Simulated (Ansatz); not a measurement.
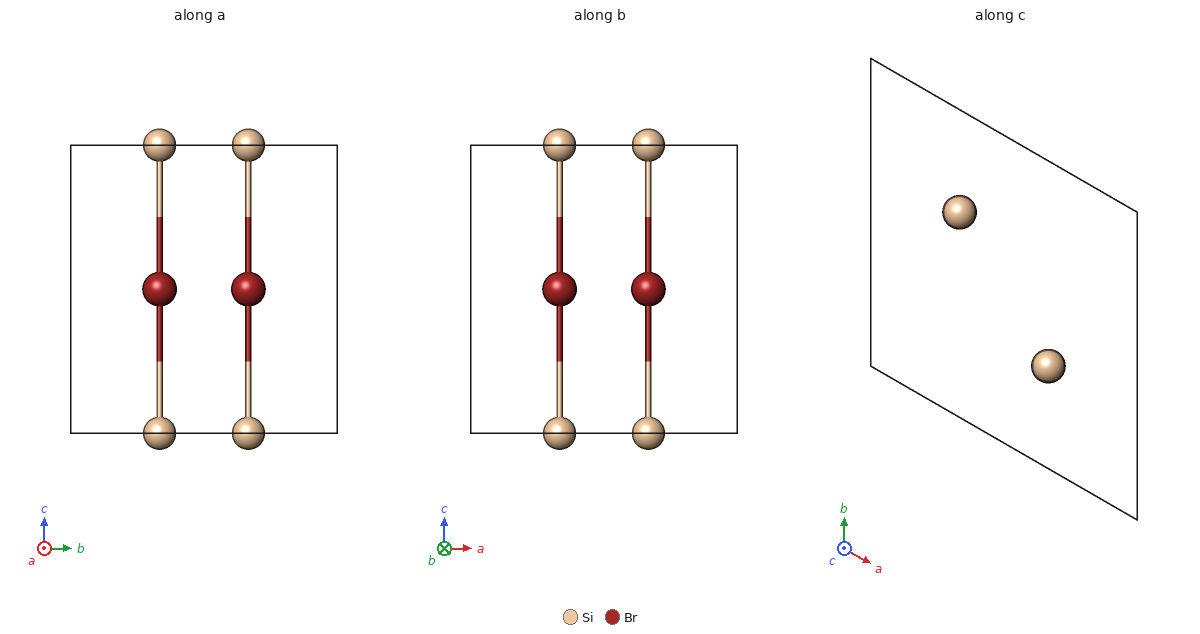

The figure gives a ball-and-stick picture of the atoms, viewed along the a axis, along the b axis and along the c axis. The lines enclose the conventional unit cell; boundary atoms appear with their images.

Lattice parameters: a = 5.3030 Å, b = 5.3030 Å, c = 4.9650 Å, α = 90.000°, β = 90.000°, γ = 120.000°.

Q: Record the structure as a CIF in P1 with every atom of the cell.

A:
```cif
data_structure
_symmetry_space_group_name_H-M 'P 1'
_symmetry_Int_Tables_number 1
_cell_length_a 5.3030
_cell_length_b 5.3030
_cell_length_c 4.9650
_cell_angle_alpha 90.000
_cell_angle_beta 90.000
_cell_angle_gamma 120.000
_cell_volume 120.92
loop_
_atom_site_label
_atom_site_type_symbol
_atom_site_fract_x
_atom_site_fract_y
_atom_site_fract_z
_atom_site_occupancy
Si1 Si 0.3333 0.6667 0.0000 1
Si2 Si 0.6667 0.3333 0.0000 1
Br1 Br 0.3333 0.6667 0.5000 1
Br2 Br 0.6667 0.3333 0.5000 1
```

Source of the structure: a random cell made by a generator, so it need not be a real form of the compound. Earlier steps of the study, as a rule a relaxation of our own, may have changed the cell and positions, so they can lie some per cent off the listed ones. It was the input of a calculation with Ansatz.
